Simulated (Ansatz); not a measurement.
**Run report: GeH₃Cl, geometry relaxation (part 2 of 2)**

GeH₃Cl; RKS PBE0/def2-SVP (Ansatz 0.2.0). The input holds or restrains some coordinates. Forces given for the steps count only the free coordinates. It belongs to a series of runs on one base structure; here: pulled along the bonds that form and break, towards end B.

Geometry of the input (Å):
```
Ge 0.0000  0.0000  0.0000
H  1.0763  0.0000  1.3798
H  1.6596  0.0000  0.5553
H  -0.7300  1.2648  -0.5162
Cl -1.0456  -1.8115  -0.7393
```

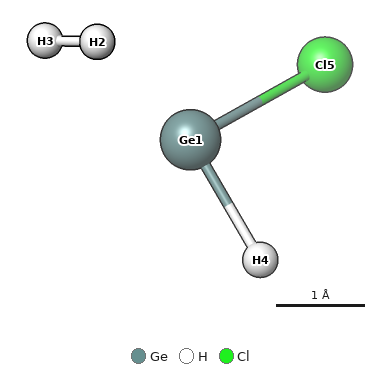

The geometry at step 12 of the log (ball-and-stick view, seen at a tilt; atoms are numbered from 1 in the order of the input).

### Trajectory as extended XYZ (Å, eV, eV/Å), 23 frames, from step=1 to step=23
```
5
Properties=species:S:1:pos:R:3:forces:R:3 step=1 energy=-69064.09103
Ge    0.0000    0.0000    0.0000    1.4521  -0.2053   1.0262
H     1.0763    0.0000    1.3798   -2.8432  -0.0698   0.8457
H     1.6596    0.0000    0.5553   -0.1507  -0.0700  -2.9625
H    -0.7300    1.2648   -0.5162    0.6954  -0.3214   0.4920
Cl   -1.0456   -1.8115   -0.7393    0.8464   0.6665   0.5986
5
Properties=species:S:1:pos:R:3:forces:R:3 step=2 energy=-69063.08592
Ge   -0.1592   -0.0016   -0.1126    3.0218  -0.6470   2.1335
H     1.1634   -0.0004    1.4291   -1.7538  -0.0304  -0.8698
H     1.7350   -0.0004    0.6210   -1.4064  -0.0306  -1.3638
H    -0.7323    1.2714   -0.5178   -0.0303   1.2031  -0.0200
Cl   -1.0467   -1.8156   -0.7401    0.1687  -0.4951   0.1202
5
Properties=species:S:1:pos:R:3:forces:R:3 step=3 energy=-69062.20848
Ge   -0.3182   -0.0097   -0.2251    2.5578  -0.2835   1.6311
H     1.2761   -0.0002    1.4480   -0.3904  -0.0099  -1.2946
H     1.7904   -0.0002    0.7210   -1.4208  -0.0144   0.0646
H    -0.7375    1.2927   -0.5215   -0.2714   2.4455  -0.1173
Cl   -1.0505   -1.8292   -0.7428   -0.4752  -2.1377  -0.2837
5
Properties=species:S:1:pos:R:3:forces:R:3 step=4 energy=-69063.59139
Ge   -0.4739   -0.0160   -0.3421    4.8694  -0.3485   3.2178
H     1.4085    0.0017    1.4493    0.2922   0.0417   0.9035
H     1.8345    0.0015    0.8462    0.9239   0.0391  -0.0239
H    -0.7428    1.3559   -0.5222   -3.1222   3.9633  -2.0867
Cl   -1.0659   -1.8898   -0.7516   -2.9632  -3.6955  -2.0107
5
Properties=species:S:1:pos:R:3:forces:R:3 step=5 energy=-69064.93335
Ge   -0.4747   -0.0350   -0.3521    2.8676   0.3674   1.8178
H     1.5478    0.0043    1.5116   -1.7678   0.0316   3.2287
H     1.9409    0.0040    0.9588    2.4507   0.0269  -2.7286
H    -0.8744    1.4696   -0.6104   -1.8367   0.6007  -1.1918
Cl   -1.1792   -1.9896   -0.8283   -1.7138  -1.0267  -1.1261
5
Properties=species:S:1:pos:R:3:forces:R:3 step=6 energy=-69065.81833
Ge   -0.3902   -0.0261   -0.3144    1.2191   0.2847   0.6526
H     1.6248    0.0012    1.5856   -0.8672   0.0278   1.8950
H     2.0391   -0.0016    1.0114    1.4983   0.0088  -1.4186
H    -1.0341    1.4242   -0.7119   -0.9841  -0.4730  -0.5991
Cl   -1.2793   -1.9444   -0.8911   -0.8660   0.1518  -0.5300
5
Properties=species:S:1:pos:R:3:forces:R:3 step=7 energy=-69066.24332
Ge   -0.3029   -0.0051   -0.2801   -0.0998   0.1170  -0.2197
H     1.6836    0.0011    1.6340   -0.6401   0.0267   1.5665
H     2.1082   -0.0057    1.0571    1.2709  -0.0071  -1.0742
H    -1.1666    1.3053   -0.7918   -0.2908  -0.6421  -0.1508
Cl   -1.3620   -1.8423   -0.9397   -0.2401   0.5055  -0.1219
5
Properties=species:S:1:pos:R:3:forces:R:3 step=8 energy=-69066.39285
Ge   -0.2344    0.0159   -0.2636   -0.9089   0.0538  -0.7218
H     1.7333    0.0041    1.6719   -0.6693   0.0270   1.5664
H     2.1638   -0.0056    1.0996    1.2775  -0.0196  -1.0738
H    -1.2698    1.1503   -0.8498    0.1990  -0.2996   0.1474
Cl   -1.4327   -1.7115   -0.9786    0.1017   0.2384   0.0817
5
Properties=species:S:1:pos:R:3:forces:R:3 step=9 energy=-69066.40490
Ge   -0.2280    0.0144   -0.2710   -0.7466  -0.0067  -0.6384
H     1.7346    0.0125    1.6744   -0.6791   0.0467   1.5679
H     2.1674   -0.0051    1.1042    1.2806  -0.0371  -1.0727
H    -1.2698    1.1193   -0.8436    0.0935  -0.0834   0.0912
Cl   -1.4439   -1.6877   -0.9844    0.0515   0.0804   0.0520
5
Properties=species:S:1:pos:R:3:forces:R:3 step=10 energy=-69066.41349
Ge   -0.1957    0.0112   -0.3269   -0.5534  -0.0198  -0.6111
H     1.7139    0.0153    1.6703   -0.7678   0.0519   1.6066
H     2.1615   -0.0029    1.1132    1.3261  -0.0397  -1.0933
H    -1.2698    1.1132   -0.8099    0.0032  -0.0021   0.0661
Cl   -1.4496   -1.6835   -0.9672   -0.0082   0.0098   0.0317
5
Properties=species:S:1:pos:R:3:forces:R:3 step=11 energy=-69066.42080
Ge   -0.1829    0.0046   -0.3479   -0.4879  -0.0397  -0.6071
H     1.7084    0.0364    1.6702   -0.7783   0.1328   1.5907
H     2.1601   -0.0145    1.1179    1.3130  -0.1155  -1.0770
H    -1.2683    1.1061   -0.7907   -0.0246   0.0427   0.0641
Cl   -1.4570   -1.6793   -0.9699   -0.0221  -0.0204   0.0292
5
Properties=species:S:1:pos:R:3:forces:R:3 step=12 energy=-69066.50255
Ge   -0.0922   -0.0621   -0.5132   -0.0799  -0.1283  -0.5912
H     1.6485    0.0855    1.6682   -0.7083   0.1547   1.2572
H     2.1389    0.0216    1.1389    1.0322  -0.1047  -0.8056
H    -1.2076    1.0609   -0.6473   -0.1336   0.2635   0.1168
Cl   -1.5273   -1.6526   -0.9669   -0.1105  -0.1853   0.0227
5
Properties=species:S:1:pos:R:3:forces:R:3 step=13 energy=-69066.59033
Ge    0.0049   -0.0831   -0.6868   -0.4573  -0.2004  -0.5568
H     1.5455    0.1047    1.6325   -0.7917   0.1389   1.0335
H     2.0825    0.0444    1.1426    0.9126  -0.0951  -0.7114
H    -1.1272    1.0395   -0.4961    0.1403   0.1046   0.1565
Cl   -1.5454   -1.6522   -0.9125    0.1962   0.0520   0.0782
5
Properties=species:S:1:pos:R:3:forces:R:3 step=14 energy=-69066.65685
Ge    0.0534   -0.0912   -0.8204   -0.4512  -0.2412  -0.3577
H     1.4324    0.1224    1.5720   -1.0952   0.1564   1.0460
H     1.9989    0.0623    1.1224    1.0960  -0.1280  -0.8552
H    -1.0012    1.0223   -0.3421    0.1593   0.0443   0.1159
Cl   -1.5233   -1.6624   -0.8523    0.2911   0.1685   0.0509
5
Properties=species:S:1:pos:R:3:forces:R:3 step=15 energy=-69066.70908
Ge    0.0611   -0.1056   -0.9268   -0.4039   0.1172  -0.0189
H     1.3345    0.1587    1.5156   -1.2573   0.2466   0.9558
H     1.9218    0.0575    1.1037    1.2097  -0.2392  -0.8810
H    -0.8682    1.0262   -0.1996    0.2723  -0.2771  -0.0977
Cl   -1.4888   -1.6834   -0.8133    0.1793   0.1524   0.0418
5
Properties=species:S:1:pos:R:3:forces:R:3 step=16 energy=-69066.74566
Ge    0.0433   -0.0291   -1.0437   -0.0955   0.0825   0.0976
H     1.2126    0.1525    1.4431   -1.4320   0.3846   0.9025
H     1.8070   -0.0041    1.0655    1.3917  -0.3970  -0.9264
H    -0.7495    1.0253   -0.1086    0.0806  -0.1319  -0.0901
Cl   -1.3531   -1.6914   -0.6767    0.0552   0.0618   0.0164
5
Properties=species:S:1:pos:R:3:forces:R:3 step=17 energy=-69066.75160
Ge    0.0385    0.0275   -1.0839   -0.1067  -0.0622   0.1328
H     1.1774    0.1412    1.4167   -1.3841   0.4923   0.8229
H     1.7673   -0.0686    1.0562    1.3521  -0.4935  -0.8686
H    -0.7559    1.0326   -0.1161    0.0586   0.0195  -0.0408
Cl   -1.2670   -1.6794   -0.5933    0.0801   0.0439  -0.0464
5
Properties=species:S:1:pos:R:3:forces:R:3 step=18 energy=-69066.73107 accepted=F
Ge    0.0186    0.0504   -1.0794    0.0412  -0.0197   0.0218
H     1.2570    0.2870    1.3659   -1.2904   1.5232   0.8089
H     1.6764   -0.2204    1.0940    1.2629  -1.5205  -0.8494
H    -0.7710    1.0362   -0.0946   -0.0087   0.0187   0.0179
Cl   -1.2207   -1.6999   -0.6063   -0.0051  -0.0017   0.0007
5
Properties=species:S:1:pos:R:3:forces:R:3 step=19 energy=-69066.68889 accepted=F
Ge    0.0286    0.0390   -1.0816   -0.0326  -0.0432   0.0750
H     1.2172    0.2141    1.3913   -2.2082   1.5541   1.3596
H     1.7218   -0.1445    1.0751    2.1811  -1.5516  -1.4000
H    -0.7635    1.0344   -0.1054    0.0249   0.0196  -0.0105
Cl   -1.2439   -1.6897   -0.5998    0.0348   0.0210  -0.0241
5
Properties=species:S:1:pos:R:3:forces:R:3 step=20 energy=-69066.74920
Ge    0.0260    0.0295   -1.0809    0.0542   0.0131   0.0330
H     1.1785    0.1551    1.4124   -1.4415   0.6113   0.8747
H     1.7530   -0.0893    1.0538    1.4107  -0.6106  -0.9218
H    -0.7476    1.0468   -0.1136   -0.0092  -0.0020   0.0065
Cl   -1.2496   -1.6888   -0.5921   -0.0142  -0.0117   0.0076
5
Properties=species:S:1:pos:R:3:forces:R:3 step=21 energy=-69066.69783 accepted=F
Ge    0.0479    0.0432   -1.0838   -0.3058  -0.1848   0.2323
H     1.2339    0.2341    1.3898   -1.9286   1.4837   1.1429
H     1.7336   -0.1553    1.0884    1.8969  -1.4801  -1.1810
H    -0.7902    1.0087   -0.1083    0.1428   0.0661  -0.0791
Cl   -1.2649   -1.6775   -0.6065    0.1947   0.1151  -0.1151
5
Properties=species:S:1:pos:R:3:forces:R:3 step=22 energy=-69066.72924 accepted=F
Ge    0.0310    0.0350   -1.0819   -0.0390  -0.0454   0.0842
H     1.1979    0.1888    1.4025   -1.7336   0.9722   1.0490
H     1.7423   -0.1192    1.0656    1.7033  -0.9699  -1.0932
H    -0.7603    1.0352   -0.1098    0.0287   0.0211  -0.0130
Cl   -1.2507   -1.6865   -0.5968    0.0406   0.0221  -0.0271
5
Properties=species:S:1:pos:R:3:forces:R:3 step=23 energy=-69066.74743
Ge    0.0271    0.0304   -1.0810    0.0368   0.0007   0.0422
H     1.1805    0.1586    1.4113   -1.4736   0.6444   0.8925
H     1.7525   -0.0926    1.0552    1.4426  -0.6434  -0.9391
H    -0.7499    1.0450   -0.1136   -0.0025   0.0031   0.0036
Cl   -1.2500   -1.6881   -0.5923   -0.0033  -0.0049   0.0008
```

### Summary

```json
{"quantity": "outcome", "value": "converged under the restraints of the input"}
{"quantity": "total energy", "value": "−69066.7474 eV"}
{"quantity": "mean-field energy", "value": "−69066.7474 eV"}
{"quantity": "largest force (length of the vector) at the end, held atoms and coordinates included", "value": "1.839 eV/Å"}
{"quantity": "wall time", "value": "44 s"}
{"quantity": "peak memory", "value": "0.13 GiB"}
```
